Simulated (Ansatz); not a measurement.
## How far to go with the plane-wave cutoff: Mo2Rh (Fmm2, 3 atoms in the cell)

```xyz
3
Lattice="0.0000 1.9678 6.1902 1.8697 0.0000 6.1902 1.8697 1.9678 0.0000" Properties=species:S:1:pos:R:3 pbc="T T T"
Mo     1.8697     1.9678     4.2665
Mo     1.8697     1.9678     8.1639
Rh     0.0000     0.0000     0.0000
```

Method of the run: PBEsol, default PAW files made with PBE (plane waves; Ansatz, an electronic-structure program).

Base settings: basis.ecutwfc = 420 eV; kpoints.mp_grid.grid = 8 8 8; hamiltonian.xc = pbesol; hamiltonian.pseudopotentials = {kind: paw} (the program's default PAW files); scf.occupations.method = gaussian; scf.occupations.width = 0.1 eV.

The second cell is the first with its lattice scaled by 0.98.

The mesh stays at the base's, so the ladder's end is converged at best in this setting alone.

The first pressure column holds Ansatz's estimate of the finite-basis (Pulay) stress, which hides part of the cutoff error; the other is without it.

Only quantities that move along the ladder and can be compared are tabulated.

The count of work is k-points × plane waves × bands × iterations; it is no time. 

The starting cell comes from a database of computed structures (which also holds hypothetical and non-ambient phases and stackings), without a prior relaxation at this level. Its lattice was rescaled by up to half a per cent. One atom was moved a little off its site on purpose. Spin polarisation is off. In the base run, with a pressure of about -8 GPa the cell is away from its equilibrium volume at this level.

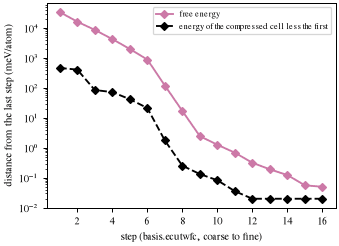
Figure. Distance from the last step along the ladder; very small values are drawn at a floor.

```csv
basis.ecutwfc,free energy less the last step's (meV/atom),energy of the compressed cell less the first (meV/atom),pressure (GPa),pressure without the Pulay estimate (GPa),largest difference of a force vector from the last step's (eV/Å),count of work / last
145 eV,34027.52,-461.32,-109.33,-1115.81,3.372,0.073
170 eV,16343.56,-405.38,-61.89,-654.22,4.264,0.073
190 eV,8671.21,-81.33,-15.97,-401.57,1.382,0.094
210 eV,4282.72,76.70,2.73,-230.12,0.478,0.094
230 eV,2001.48,46.11,1.63,-126.99,0.618,0.11
250 eV,886.49,25.38,-3.34,-68.78,0.440,0.12
295 eV,120.69,5.77,-7.67,-19.37,0.014,0.16
335 eV,17.02,3.75,-7.68,-9.70,0.006,0.19
380 eV,2.46,4.14,-7.59,-7.77,0.001,0.23
420 eV,1.27,4.09,-7.59,-7.64,0.000,0.27
460 eV,0.69,4.04,-7.60,-7.64,0.000,0.31
505 eV,0.32,4.02,-7.60,-7.62,0.000,0.35
565 eV,0.19,4.01,-7.61,-7.61,0.000,0.42
630 eV,0.12,4.01,-7.61,-7.61,0.000,0.50
735 eV,0.06,4.00,-7.61,-7.61,0.000,0.62
840 eV,0.02,4.00,-7.61,-7.61,0.000,0.76
1010 eV,0.00,4.00,-7.61,-7.61,0.000,1.0
```

Coarsest basis.ecutwfc that holds the forces within 0.005 eV/Å of the last step, with all finer ones: 380 eV, at 0.23 of the last step's count of work; the step before is off by 0.006 eV/Å.

Coarsest basis.ecutwfc that holds the energy of the compressed cell less the first within 0.2 meV/atom of the last step, with all finer ones: 380 eV, at 0.23 of the last step's count of work; the step before is off by 0.25 meV/atom.

Coarsest basis.ecutwfc that holds the free energy within 0.5 meV/atom of the last step, with all finer ones: 505 eV, at 0.35 of the last step's count of work; the step before is off by 0.69 meV/atom.

The energy difference between the two cells stays within 1 meV/atom of the last step's from 335 eV on, the total only from 460 eV on: much of the error is common to both cells and cancels.

At the lowest cutoff the pressure without the Pulay estimate lies 1110 GPa under the last step's, the usual sign of Pulay stress in an incomplete plane-wave basis.

Keys are those of Ansatz 0.2.
